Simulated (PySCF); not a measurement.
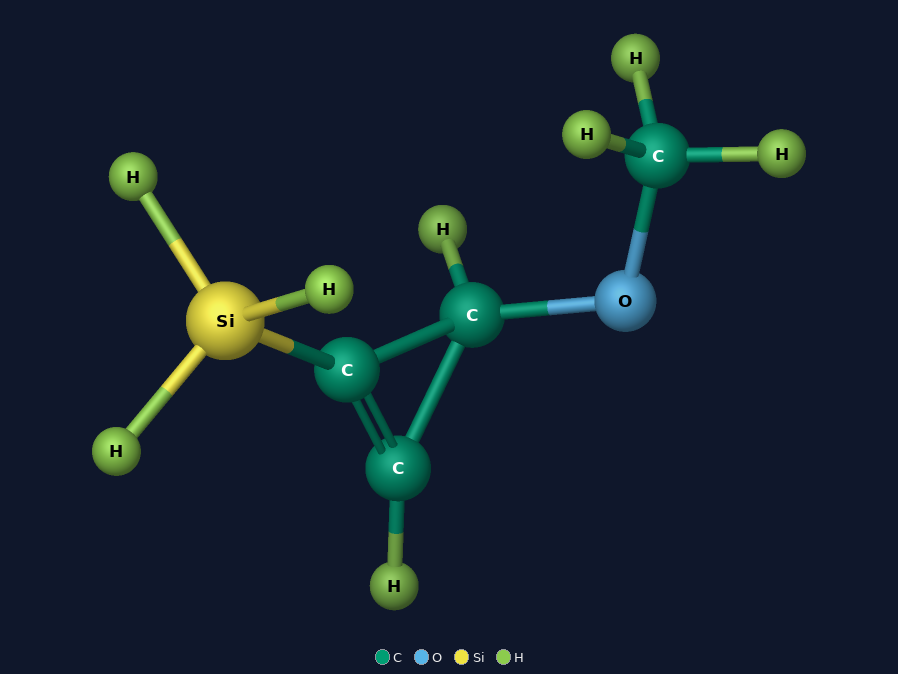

Rendered structure (ball-and-stick style). Double and triple bonds are drawn as two and three sticks.

The geometry was computed by an optimisation with PBE0-D3(BJ)/def2-SVP. No frequency run is at hand to confirm it as a minimum.

What does the picture show?

It has 14 atoms: 4 carbon, 8 hydrogen, 1 oxygen and 1 silicon (C₄H₈OSi). SMILES: `CO[C@H]1C=C1[SiH3]`. Independent rings (smallest set): 1 of 3 members. Among its groups: ether, alkene, Si–H bond. The point group is C1. Coordination, clear cases only: 1 C tetrahedral; 1 O bent; 1 Si tetrahedral.

More results for the same structure follow; atom numbers are the same in all pictures, views and colours differ.

Shape

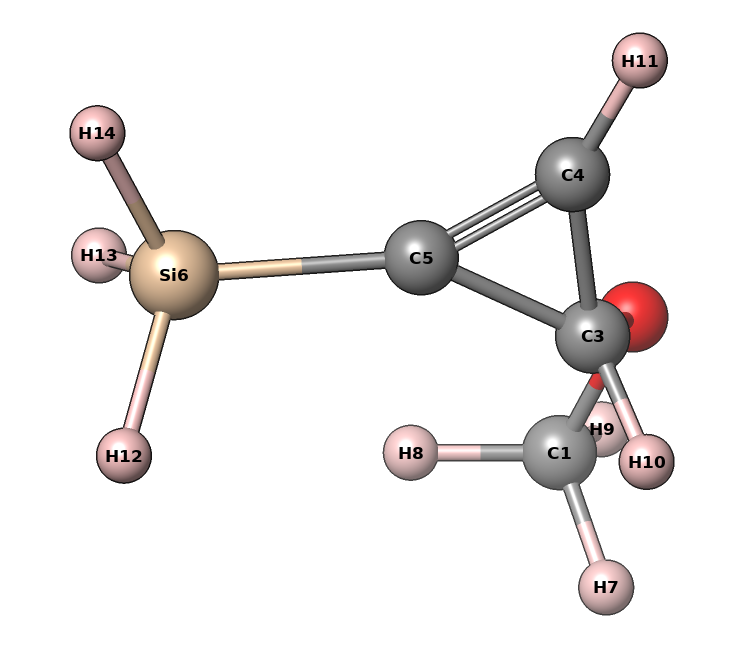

O2 lies behind C3. The molecule seen a little off the C3–O2 bond, C3 in front. Atoms fade into the background with distance from the viewer. No frequency run is at hand to confirm it as a minimum.

What is the torsion angle C4–C3–O2–C1? The sign is positive where the front bond must turn clockwise to cover the back bond.

Answer. −148°, anticlinal.

Excitation

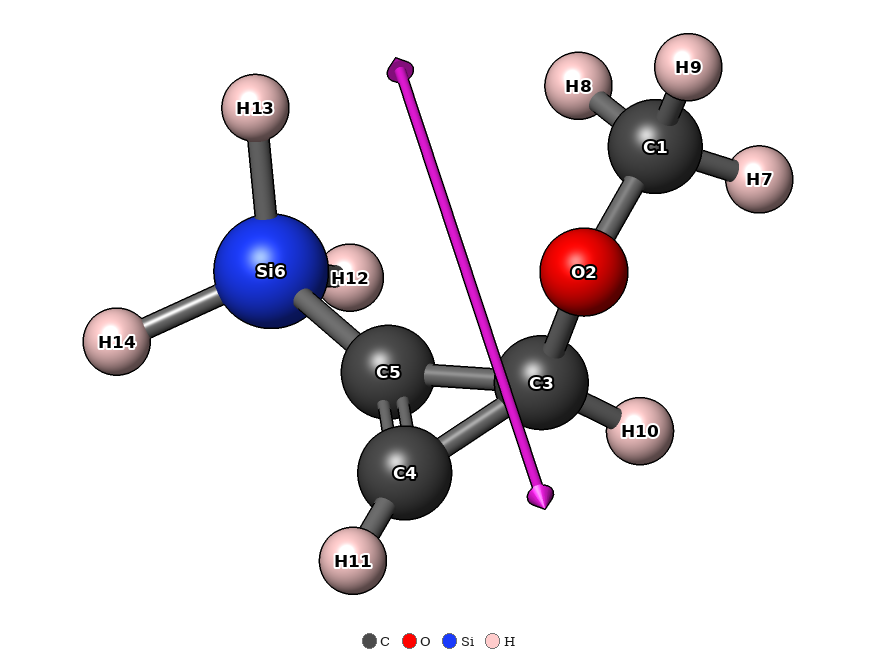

The double arrow shows the direction of the transition dipole to excited singlet state 2 (its length means nothing). No frequency run is at hand to confirm it as a minimum. Level of theory: TDDFT PBE0/def2-SVPD, vertical, gas phase, core orbitals frozen in the response (PySCF 2.14.0).

How is the transition polarised?

Answer. Nearly parallel to the C4–C5 bond.

Give its energy, strength and character.

Answer. 6.01 eV (206 nm), oscillator strength 0.021, mainly HOMO−2 → LUMO (weight 0.54); transition dipole 0.97 D.

Polarisability

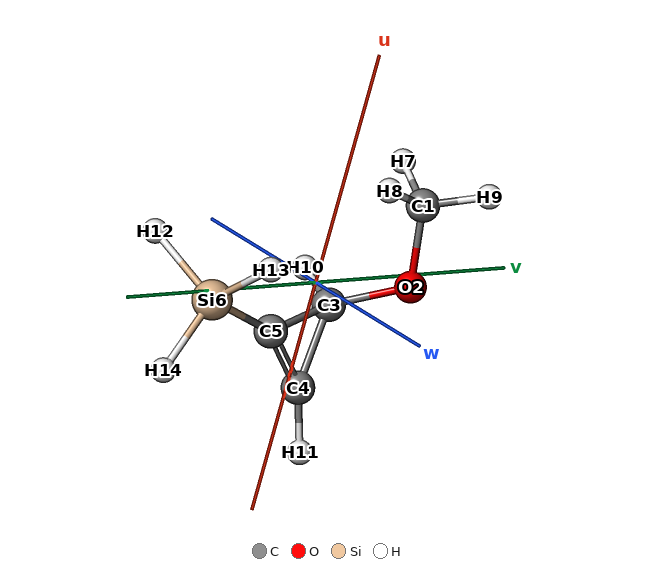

The lines u, v and w are the principal axes of the static dipole polarisability. No frequency run is at hand to confirm it as a minimum. Level of theory: ωB97X-D/def2-SVPD (PySCF 2.14.0).

Along which axis is the molecule most polarisable, and along which least?

Answer. Most along v, least along w.

Give the three principal values.

Answer. u 80.8, v 91.0, w 64.3 bohr³; mean 78.7, anisotropy 23.3 bohr³.

Core levels

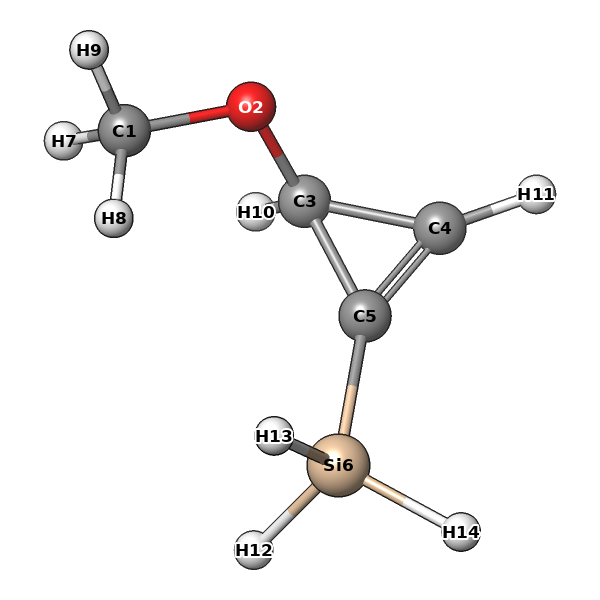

No frequency run is at hand to confirm it as a minimum. Level of theory: delta-SCF UKS PBE0, pcX-2 on the ionised atom, pcseg-1 elsewhere, spin-free X2C (PySCF 2.14.0).

Give the core-electron binding energies (to vacuum; p and d levels without spin–orbit splitting) of C1 1s, O2 1s, C3 1s, C4 1s, C5 1s, Si6 1s, Si6 2p.

```json
{"atom": "C1", "level": "1s", "binding energy (eV)": "291.5"}
{"atom": "O2", "level": "1s", "binding energy (eV)": "537.5"}
{"atom": "C3", "level": "1s", "binding energy (eV)": "291.8"}
{"atom": "C4", "level": "1s", "binding energy (eV)": "290.3"}
{"atom": "C5", "level": "1s", "binding energy (eV)": "290.0"}
{"atom": "Si6", "level": "1s", "binding energy (eV)": "1844.6"}
{"atom": "Si6", "level": "2p", "binding energy (eV)": "106.8"}
```
